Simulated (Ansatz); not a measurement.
# BCCD(T)/STO-3G run of PF3 (phosphorus trifluoride)

What is the vertical electron affinity of PF3 (phosphorus trifluoride) at BCCD(T)/STO-3G? 

The calculation is run with Ansatz 0.2.0.

50 further runs of the same task are left out: 10 that didn't finish, 40 set aside as unsound or not needed.

### 1 The structure to begin with

The species is PF3 (4 atoms), meant as a singlet with charge 0. As SMILES, `FP(F)F`. The shape is that of a PBE0-D4/def2-TZVP optimisation.

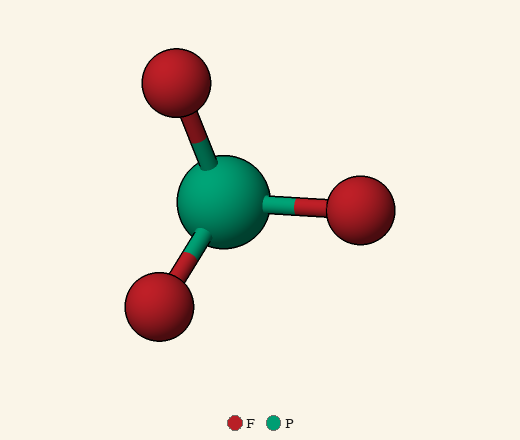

Viewed from a chosen angle; fluorine red, phosphorus teal.

### 2 The energy at BCCD(T)/STO-3G

input.yaml

```yaml
crystal:
  periodic: [false, false, false]
  atoms:
    - symbol: F
      position_ang: [0.834400, -0.663200, 0.874500]
    - symbol: P
      position_ang: [-0.297500, 0.314600, 0.392300]
    - symbol: F
      position_ang: [-1.061900, -0.696500, -0.536900]
    - symbol: F
      position_ang: [0.525000, 1.045200, -0.730000]
basis:
  gaussian: {orbitals: STO-3G}
correlation: {method: bccd_t, frozen_orbitals: {F: 1, P: 5}}
scf: {omitted_lower_state_checks: [cluster_reference, increment]}
accuracy: high
```

Started as:

```sh
$ ansatz run input.yaml --threads 1 --pin off --max-ram 2610MiB --events-out events.jsonl --progress --plain --runs-dir runs
```

The log of the run, shortened:

```text
Warning: RAYON_NUM_THREADS=1 ignored (pool sized by the plan → 1); use --threads N
Functional definition: HF
  name "HF"
[...]
463 factors; integrals over basis functions are off by at most 2.4e-8 eV
[...]
mean field -17170.94838151 eV, -631.0207141338 hartree, gradient 6.5e-9 eV, S^2 0.000000; 0 other end points of the search recorded, 0 dependent functions left out
8 core orbitals not correlated: weight in the atoms' cores, before any rotation towards them, 1.000 or more for the frozen orbitals, at most 0.000 for the correlated occupied ones
reference -17170.94838151 eV, -631.0207141338 hartree; 13, 13 occupied and 3, 3 virtual orbitals, 463 factors
second order -2.06737901 eV of doubles, -0.00000000 eV of singles
cycle   1  -2.34280691 eV  change   -2.8e-1 eV  update   7.2e-2
[...]
cycle  19  -2.53546346 eV  change   2.6e-10 eV  update   1.0e-9
perturbative correction -0.16805873 eV, -0.0061760446 hartree
Total energy: -17173.65190371 eV, -631.1200667418 hartree
Checks for a lower state left out: cluster_reference, increment
```

It took 0.32 s on 1 thread of Arm Neoverse V1, shared host.

### 3 The doublet anion at the same level

run.yaml

```yaml
crystal:
  periodic: [false, false, false]
  atoms:
    - {symbol: F, position_ang: [0.834400, -0.663200, 0.874500]}
    - {symbol: P, position_ang: [-0.297500, 0.314600, 0.392300]}
    - {symbol: F, position_ang: [-1.061900, -0.696500, -0.536900]}
    - {symbol: F, position_ang: [0.525000, 1.045200, -0.730000]}
basis:
  gaussian:
    orbitals: STO-3G
total_charge: -1
magnetization:
  spin_polarized: true
  initial_magnetization: 1
correlation:
  method: bccd_t
  frozen_orbitals: {F: 1, P: 5}
accuracy: high
scf:
  omitted_lower_state_checks: [cluster_reference, increment]
```

Started as:

```sh
$ ansatz run run.yaml --threads 1 --pin off --max-ram 2610MiB --events-out events.jsonl --progress --plain --runs-dir runs
```

The log of the run, shortened:

```text
Warning: RAYON_NUM_THREADS=1 ignored (pool sized by the plan → 1); use --threads N
[... 2 set-up lines as earlier in the session ...]
[...]
463 factors; integrals over basis functions are off by at most 2.4e-8 eV
[...]
mean field -17159.44059173 eV, -630.5978106594 hartree, gradient 8.9e-9 eV, S^2 0.763107; 4 other end points of the search recorded, 0 dependent functions left out
8 core orbitals not correlated: weight in the atoms' cores, before any rotation towards them, 1.000 or more for the frozen orbitals, at most 0.000 for the correlated occupied ones
reference -17159.44059173 eV, -630.5978106594 hartree; 14, 13 occupied and 2, 3 virtual orbitals, 463 factors
second order -1.35656299 eV of doubles, -0.00000000 eV of singles
cycle   1  -1.56884540 eV  change   -2.1e-1 eV  update   5.7e-2
[...]
cycle  34  -1.72035243 eV  change    2.6e-9 eV  update   2.6e-9
perturbative correction -0.09696639 eV, -0.0035634490 hartree
Total energy: -17161.25791054 eV, -630.6645958940 hartree
Checks for a lower state left out: cluster_reference, increment
```

It took 1.6 s on 1 thread of Arm Neoverse V1, shared host.

### 4 What came out

At BCCD(T)/STO-3G, 8 core orbitals frozen:

| quantity | value |
| --- | --- |
| singlet PF3: total energy | -631.12007 Eh |
| singlet PF3: correlation energy (8 core orbitals frozen) | -99.4 mEh |
| singlet PF3: (T) correction | -6.18 mEh |
| doublet anion: total energy | -630.66460 Eh |
| doublet anion: correlation energy (8 core orbitals frozen) | -66.8 mEh |
| doublet anion: (T) correction | -3.56 mEh |
| doublet anion: ⟨S²⟩ of the reference determinant | 0.763 |
| vertical electron affinity (to the doublet anion) | -12.394 eV |

**Reading.** The anion lies 12.39 eV (286 kcal/mol) above the neutral: the electron isn't bound at this level, and such a value depends on the basis. Without diffuse functions anions come out too high. In a minimal basis such a difference can be off by several eV, whatever the method. The triples (singlet PF3) make up 6.2 % of the correlation energy. The triples (doublet anion) make up 5.3 % of the correlation energy.
